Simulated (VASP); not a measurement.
Band structure of Nb3Ga (space group Pm-3n). These are PBEsol GGA, VASP's PBE PAW potentials (set 64) (plane waves; VASP) values and carry that method's errors.

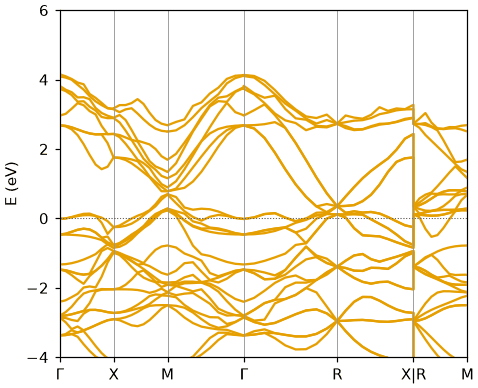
Figure: Bands along high-symmetry lines, zero at the valence-band maximum or, without a gap, the Fermi level

Question: Read the plot: is there a gap, and where are the band edges?

Answer: It has no gap at this level: it comes out as a metal or semimetal.

The structure comes from a measured Nb3Ga entry of the Crystallography Open Database, whose conditions weren't checked. The cell was not relaxed at this level.
